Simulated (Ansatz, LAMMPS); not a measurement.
# Relaxing 47In2O3-53ZnO (mol %) with crystalline order left by the classical run (65 atoms), part 2 of 3

How does 47In2O3-53ZnO (mol %) with crystalline order left by the classical run (65 atoms) relax, and what do bonds, charges and levels look like afterwards?

Ansatz 0.2.0; Kohn-Sham DFT, PBE, PAW (set soft_2), plane waves.

The cell: 18 In, 10 Zn and 37 O. The quench rate of 30 K/ps is orders of magnitude faster than experiment. The starting topology of bonds comes from the classical model.

So far. Step 3 (Single point at the start): Neighbours are counted within 2.73 Å (O-In), 2.50 Å (O-Zn).

### 4. Relaxation

With the cell held, the atoms are moved downhill towards a nearby minimum.

input.yaml reads:

```yaml
crystal:
  lattice:
    - [9.52987, 0.0, 0.0]
    - [0.0, 9.52987, 0.0]
    - [0.0, 0.0, 9.52987]
  atoms:
    [... the 65 atom lines of step 3 ...]
kpoints:
  mp_grid: { grid: [2, 2, 2] }
hamiltonian:
  xc: pbe
scf:
  occupations: { method: gaussian, width: 0.025 }
output:
  forces: true
relax:
  f_tol: 0.03
  max_steps: 41
```

Command:

```sh
$ ansatz run input.yaml --threads 4 --pin off --max-ram 8192MiB --backend cpu --events-out ev --progress --plain --runs-dir out
```

Numbers of over 12 decimals in the logs are rounded to 6 here.

Output:

```text
[...]
Crystal: 65 atoms, lattice volume = 865.488 Å³
Basis set: ecut = 420 eV, 16879 PW (Γ), exchange–correlation on 128×128×128 points (8 copies of the dense FFT grid, shifted against one another)
Bands: 353, of which v1, the nominal top of the filled ones, is band 288 counted from 1 (287 counted from 0)
Symmetry: 1 space group operations
[...]
k-points: 8
[...]
SCF iter   1: F=—  HF=-154942.707411 eV  |F-HF|=—  |Δ(HF+E_count)|=         —  Δρ=2.17e-3  dr2=5.53e-2  ethr=1.77e-3  ⟨swp⟩=6.0  Hψ=11673  notcnv=0  defer=48
[...]
SCF iter   6: F=-154942.709806 eV  HF=-154942.709805 eV  |F-HF|=1.09e-6  |Δ(HF+E_count)|=   1.58e-5  Δρ=3.32e-5  dr2=1.01e-5  ethr=3.91e-9  ⟨swp⟩=4.0  Hψ=8693  notcnv=0
SCF 1 converged in 6 iterations: F = -154942.709806 eV  dr2 = 1.01e-5
[...]
relax step   1: F+E_penalty+E_count = -154942.70980631 eV  Δ(F+E_penalty+E_count) = +0.000e0 eV  max|allowed force component| = 7.717e-1 eV/Å  Δτ_max = 0.0000 Å  (6 SCF iters, dr2 threshold 2.25e-5 eV, accepted)
[...]
relax step   2: F+E_penalty+E_count = -154943.33448158 eV  Δ(F+E_penalty+E_count) = -6.247e-1 eV  max|allowed force component| = 4.879e-1 eV/Å  Δτ_max = 0.1021 Å  (7 SCF iters, dr2 threshold 3.72e-5 eV, accepted)
[...]
relax step   3: F+E_penalty+E_count = -154943.44967268 eV  Δ(F+E_penalty+E_count) = -1.152e-1 eV  max|allowed force component| = 1.674e-1 eV/Å  Δτ_max = 0.0438 Å  (7 SCF iters, dr2 threshold 1.49e-5 eV, accepted)
relax step   4: F+E_penalty+E_count = -154943.50922070 eV  Δ(F+E_penalty+E_count) = -5.955e-2 eV  max|allowed force component| = 2.094e-1 eV/Å  Δτ_max = 0.2000 Å  (9 SCF iters, dr2 threshold 3.30e-6 eV, accepted)
relax step   5: F+E_penalty+E_count = -154943.54946704 eV  Δ(F+E_penalty+E_count) = -4.025e-2 eV  max|allowed force component| = 3.688e-2 eV/Å  Δτ_max = 0.0859 Å  (7 SCF iters, dr2 threshold 5.17e-6 eV, accepted)
[...]
relax step   6: F+E_penalty+E_count = -154943.55105336 eV  Δ(F+E_penalty+E_count) = -1.586e-3 eV  max|allowed force component| = 7.910e-3 eV/Å  Δτ_max = 0.0117 Å  (7 SCF iters, accepted)
SCF converged after 7 iterations
Free energy (F): -154943.551053 eV
[...]
Internal energy: -154943.551053 eV  (E = F + TS)
E sigma→0 (E₀):  -154943.551053 eV
Fermi energy:    8.000693 eV
[...]
--- Forces (eV/Å), atoms counted from 1 ---
  atom   1  In     0.00071573    -0.00191049    -0.00070285
  atom   2  In     0.00118499    -0.00076871    -0.00085302
  atom   3  In    -0.00329975    -0.00621213    -0.00163146
  atom   4  In    -0.00046504    -0.00012042     0.00205739
  atom   5  In    -0.00343750    -0.00219380     0.00110477
  atom   6  In    -0.00244880    -0.00020429     0.00081002
  atom   7  In    -0.00037365     0.00042704     0.00064414
  atom   8  In    -0.00264713    -0.00330246    -0.00227704
  atom   9  In     0.00021189     0.00225250     0.00027110
  atom  10  In     0.00058363     0.00124155    -0.00026462
  atom  11  In    -0.00033585     0.00076108    -0.00104690
  atom  12  In     0.00276212     0.00370828    -0.00285628
  atom  13  In     0.00163940     0.00099675     0.00031097
  atom  14  In     0.00089393    -0.00427985    -0.00096020
[...]
atom  64  O     -0.00053166     0.00064148     0.00164909
  atom  65  O     -0.00137632     0.00032362     0.00124644
  max |Σ_I F_I| component: 1.03e-4 eV/Å
--- Relaxed structure (6 steps of the walk, 6 accepted, 0 SCFs on fresh bases) ---
  F+E_penalty+E_count = -154943.55105336 eV   max|allowed force component| = 7.910e-3 eV/Å
  atoms:
    - { symbol: In, position: [0.255499, 0.791690, 0.705442] }
    - { symbol: In, position: [0.434022, 0.072133, 0.740188] }
    - { symbol: In, position: [0.022505, 0.855270, 0.421756] }
    - { symbol: In, position: [0.698918, 0.905035, 0.601230] }
[...]
- { symbol: O, position: [0.331899, 0.739837, 0.914872] }
```

The job ended after 4.7 min (4 threads of Arm Neoverse V2, shared host; peak memory 5.9 GiB).

Step by step:

| step | energy less that of the first step (eV) | largest force component (eV/Å) |
| --- | --- | --- |
| 1 | 0.0000 | 0.7717 |
| 2 | -0.6247 | 0.4879 |
| 3 | -0.7399 | 0.1674 |
| 4 | -0.7994 | 0.2094 |
| 5 | -0.8397 | 0.0369 |
| 6 | -0.8412 | 0.0079 |

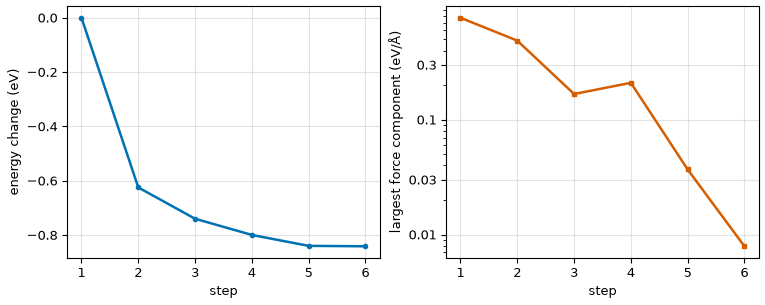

Energy and largest force along the relaxation.

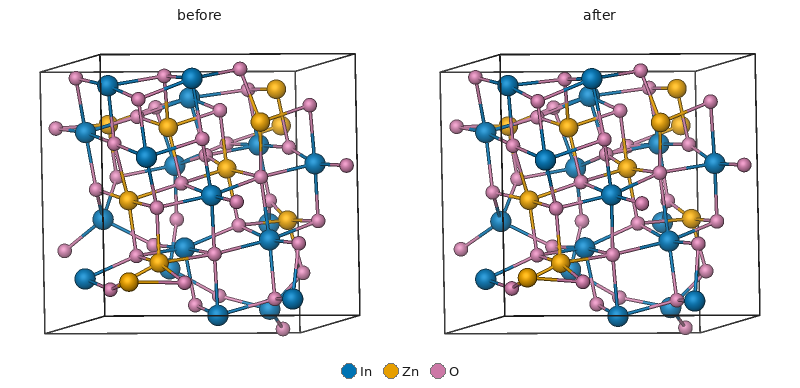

The structure before and after the relaxation, drawn at the same scale.

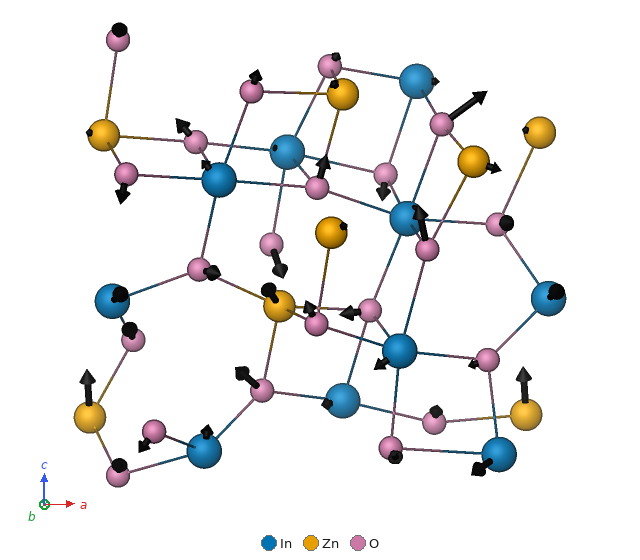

Displacements in the relaxation, exaggerated; the longest in the cell stands for 0.25 Å. Drawn is a slice 5 Å thick, seen along the normal of the ac plane.

The atoms that moved most (Å):

```csv
atom,dx,dy,dz,length
In3,0.017,-0.246,0.050,0.251
O58,0.009,0.192,-0.060,0.201
O43,0.159,-0.006,0.117,0.198
O51,0.030,-0.138,-0.105,0.177
O52,-0.082,0.140,0.069,0.176
Zn25,-0.036,0.153,0.057,0.168
Zn19,-0.013,-0.049,0.159,0.167
O41,-0.035,-0.032,0.156,0.164
```

The relaxation changed the energy by -12.9 meV/atom, and atoms moved by 0.099 Å r.m.s., 0.25 Å at most.

### 5. Structure statistics after relaxation

Bonds before and after, by the cutoffs listed below:

| pair | bonds before | bonds after | mean before (Å) | mean after (Å) | spread before (Å) | spread after (Å) |
| --- | --- | --- | --- | --- | --- | --- |
| O-In | 98 | 99 | 2.175 | 2.200 | 0.091 | 0.111 |
| O-Zn | 51 | 50 | 2.159 | 2.118 | 0.123 | 0.116 |

Density 6.36 g/cm³, 13.32 Å³ an atom.

g(r), total and by pair (bins of 0.2 Å):

```csv
r (Å),total,O-O,O-In,O-Zn,In-In,In-Zn,Zn-Zn
1.90,0.13,0.00,0.00,0.74,0.00,0.00,0.00
2.10,3.53,0.00,6.75,7.98,0.00,0.00,0.00
2.30,1.36,0.00,3.51,1.44,0.00,0.00,0.00
2.50,0.23,0.00,0.40,0.60,0.00,0.00,0.00
2.70,0.13,0.20,0.00,0.25,0.00,0.25,0.00
2.90,1.04,2.74,0.12,0.33,0.00,0.22,1.70
3.10,1.69,3.63,0.11,0.09,1.06,3.94,2.23
3.30,1.56,2.42,0.19,0.08,3.90,4.43,1.29
3.50,1.00,1.16,0.42,0.60,1.36,2.67,2.27
3.70,0.90,0.48,1.05,1.07,1.87,0.71,1.01
3.90,1.00,0.30,1.60,1.78,0.85,0.25,0.00
4.10,0.72,0.24,1.05,0.84,1.00,0.68,1.22
4.30,0.64,0.82,0.67,0.61,0.35,0.41,0.00
4.50,0.63,0.77,0.49,0.46,0.95,0.75,0.35
4.70,0.91,0.32,1.39,1.59,0.57,0.43,0.32
```

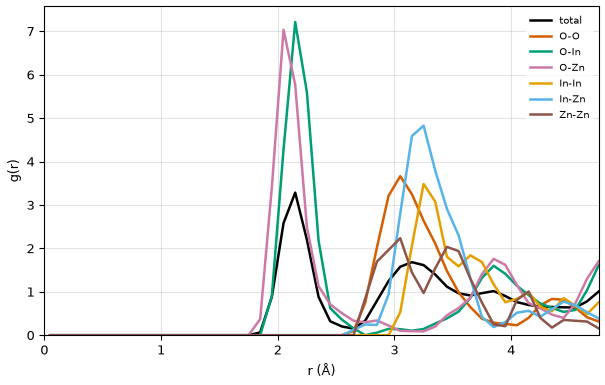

Pair distribution functions, lightly smoothed.

Bonds by pair of elements; cutoffs follow the first minimum of g(r), held within bounds set by covalent radii, and pairs that aren't listed don't count as bonded:

```csv
pair A-B,cutoff (Å),bonds,mean length (Å),spread (Å),shortest (Å),B about A,A about B
O-In,2.77,99,2.2,0.111,2.04,2.68,5.5
O-Zn,2.5,50,2.12,0.116,1.90,1.35,5
```

How many atoms have how many bonded neighbours:

| element | mean | 3 | 4 | 5 | 6 |
| --- | --- | --- | --- | --- | --- |
| In | 5.5 | 0 | 4 | 1 | 13 |
| O | 4.03 | 8 | 21 | 7 | 1 |
| Zn | 5 | 0 | 1 | 8 | 1 |

Bond angles, per cent of each kind in bins of 5°:

```
angle (°)  O-In-O  In-O-Zn  O-Zn-O  In-O-In  Zn-O-Zn
    70–75     0.4      0.0     0.0      0.0      0.0
    75–80    10.0      0.0     1.0      0.0      0.0
    80–85    17.0      8.0    10.9      1.1     15.0
    85–90    14.8     12.8    26.7      5.6     15.0
    90–95    11.8     16.8    12.9     18.9     20.0
   95–100     7.9     14.4     8.9     25.6     15.0
  100–105     7.9     13.6     9.9     11.1      5.0
  105–110     3.9      6.4     7.9      0.0      0.0
  110–115     3.1      4.0     1.0      3.3     10.0
  115–120     2.2      5.6     0.0      7.8      0.0
  120–125     0.4      0.8     1.0      3.3      5.0
  125–130     1.8      1.6     0.0      5.6      0.0
  130–135     0.0      0.8     0.0      1.1      0.0
  135–140     0.9      0.0     1.0      0.0      0.0
  140–145     0.9      0.0     0.0      2.2      0.0
  145–150     0.9      0.0     1.0      0.0      0.0
  150–155     0.9      2.4     2.0      3.3      0.0
  155–160     1.3      2.4     2.0      2.2      0.0
  160–165     3.9      2.4     3.0      3.3     10.0
  165–170     3.9      0.8     5.9      2.2      0.0
  170–175     4.4      6.4     4.0      2.2      0.0
  175–180     1.8      0.8     1.0      1.1      5.0
```

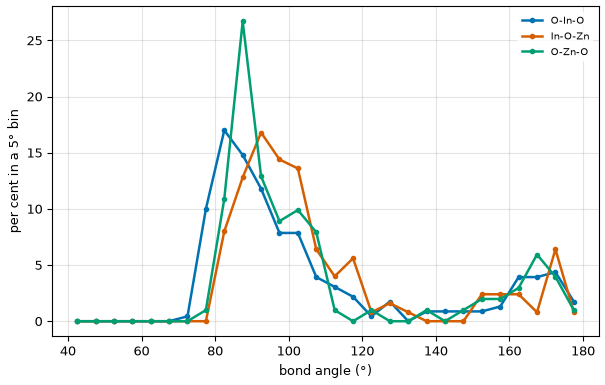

Distributions of the most common bond angles.

Bond angles (no mean is given where the spread exceeds 20°):

| angle | count | mean (°) | spread (°) |
| --- | --- | --- | --- |
| O-In-O | 229 | - | - |
| In-O-Zn | 125 | - | - |
| O-Zn-O | 101 | - | - |
| In-O-In | 90 | - | - |
| Zn-O-Zn | 20 | - | - |

Bond length by coordination (bonds to H left out):

```csv
element,coordination,atoms,mean bond length (Å)
In,4,4,2.09
In,5,1,2.18
In,6,13,2.22
O,3,8,2.08
O,4,21,2.15
O,5,7,2.26
O,6,1,2.33
Zn,4,1,2.02
Zn,5,8,2.12
Zn,6,1,2.18
```

Rings of the network by King's shortest-path rule, up to 12 atoms, one path for each pair of neighbours; H, halogens, alkali and alkaline-earth atoms are left out, and the last column divides by all other atoms, bonded or not:

```
ring size (atoms)  rings  per network atom
                4     69              1.06
                6    151              2.32
                8     26               0.4
```

For some of the pairs, g(r) has its first main peak near 3.0 Å (O-O), 2.2 Å (O-In), 2.1 Å (O-Zn), 3.3 Å (In-In) and 3.2 Å (In-Zn). With the cutoffs above, 72 % of In atoms have 6, 57 % of O atoms have 4 and 80 % of Zn atoms have 5 bonded neighbours. Rings of 6 atoms are the most common (61 % of those counted); sizes run from 4 to 8.

[end of part 2 of 3]

[Logs are printed without paths, hosts, clocks, repeated set-up lines and the standing remarks that a program may print on its own settings, such as how far it seeks lower states.]

[Hosts, paths, dates, database ids (printed as entryN), source tags and the programs' standing remarks are cut or masked in the printed files.]
